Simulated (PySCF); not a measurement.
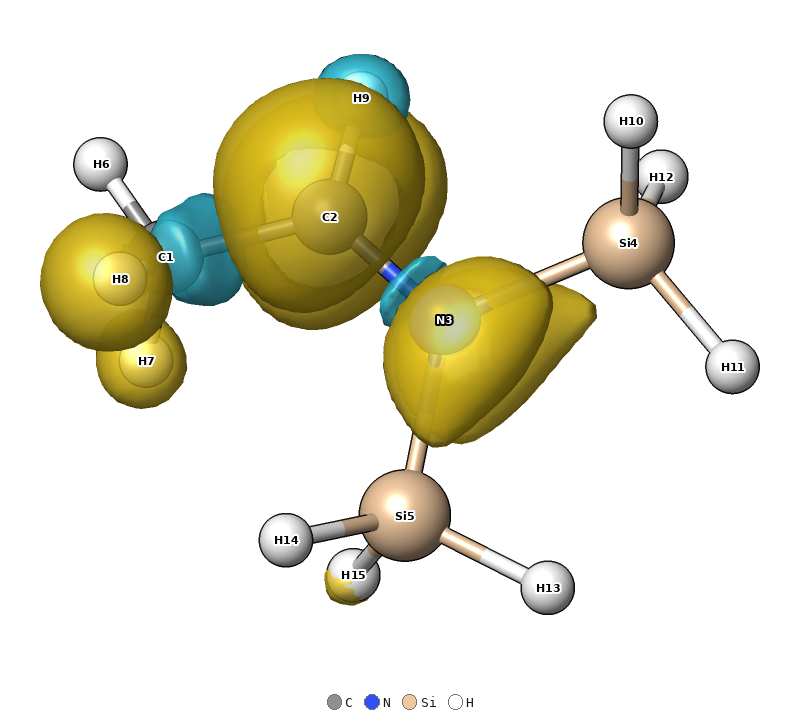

Figure 1: C₂H₁₀NSi₂ (SMILES C[CH]N([SiH3])[SiH3]) (doublet). Isosurfaces of the spin density (α minus β) at +0.015 (yellow) and −0.015 e/Å³ (cyan), seen across its widest extent.

Geometry: GFN2-xTB.

Method: UKS B3LYP, pcH-1 on C H N Si, non-relativistic, mean-field spin-orbit, GIAO in PySCF.

```xyz
15

C     1.9390   -0.7720    0.1000
C     0.4750   -0.9687    0.1861
N    -0.4388    0.0526    0.0553
Si   -2.1142   -0.4337    0.2301
Si    0.0721    1.6558   -0.4210
H     2.4321   -1.7369   -0.0048
H     2.2054   -0.1466   -0.7537
H     2.3488   -0.2858    0.9951
H     0.0961   -1.9102    0.5440
H    -2.2461   -1.0772    1.5430
H    -2.9177    0.7751    0.1253
H    -2.4463   -1.4081   -0.8167
H    -1.1159    2.4950   -0.3245
H     1.1228    2.1137    0.4922
H     0.5833    1.6549   -1.7998
```

> Where is the unpaired spin?

The unpaired spin (1 electron) lies mostly on C2 (about 0.6) and N3 (about 0.1), in electrons by Hirshfeld's partition.
